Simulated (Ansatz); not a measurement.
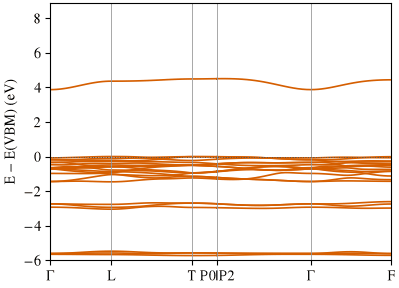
Figure. Band structure from plane-wave PAW r²SCAN (Ansatz code)

Problem. Read off the gap and where the band edges lie.

Solution. About 3.9 eV (3.87 eV by a search for the band edges); maximum at L, minimum at Γ.

Problem. Which compound is it?
A. LiNbO3, R-3 (Li on 6c, Nb on 6c, O on 18f)
B. CaZnC2O6, R-3 (Ca on 3a, Zn on 3b, C on 6c, O on 18f)
C. RbBiF6, R-3 (Rb on 3b, Bi on 3a, F on 18f)
D. S, R-3 (S on 18f)

Solution. C, RbBiF6, R-3 (Rb on 3b, Bi on 3a, F on 18f)

The workflow started from a Materials Project entry (that database holds measured and hypothetical structures alike); the Crystallography Open Database files this formula in space group No. 148, but the cells were not matched. Its standing as an ambient phase is unchecked. The r²SCAN relaxation kept the symmetry of its start; whether a distortion lowers the energy is not shown. Scalar-relativistic: spin–orbit coupling is off unless named, which matters more the heavier the elements.

Potentials: the later of the program's two PAW sets.
